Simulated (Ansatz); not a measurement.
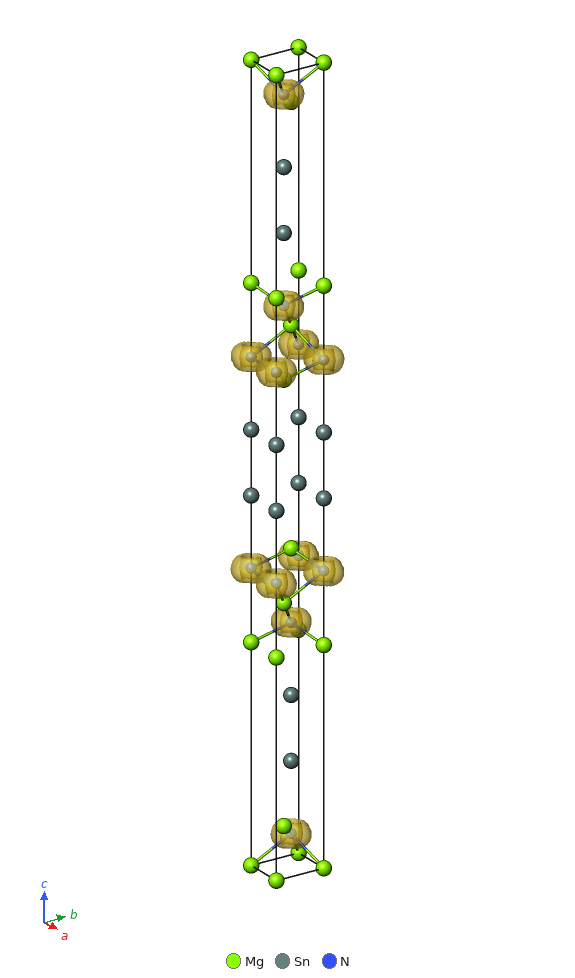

Figure. Mg₃Sn₂N₂. Isosurface of the ELF at 0.8 (yellow), seen slightly off an axis. Only the valence region is drawn (cores and ρ < 0.01 e/Å³ removed). Sticks mark near contacts.

Space group R-3m; a generated structure, not necessarily the stable one; changed on purpose from its base cell (volume × 0.94, shape and atoms relaxed); computed pressure about 4 GPa in this cell.

These are results of DFT PBE, scalar-relativistic, plane waves, PAW in Ansatz 0.2.0, not measurements.

### Describe the localisation domains.

The ELF exceeds this value in six regions wrapped around N (the valence shell of each), counted in one cell of 21 atoms. Any copies at cell faces, edges or corners count once.

Values along the shortest contacts:
Mg–N (2.04 Å): the ELF peaks at about 0.85 in the valence shell of N, 0.7 Å from its nucleus, and is about 0.45 at the midpoint. Sn–Sn (3.00 Å): the ELF reaches about 0.55 near the midpoint.
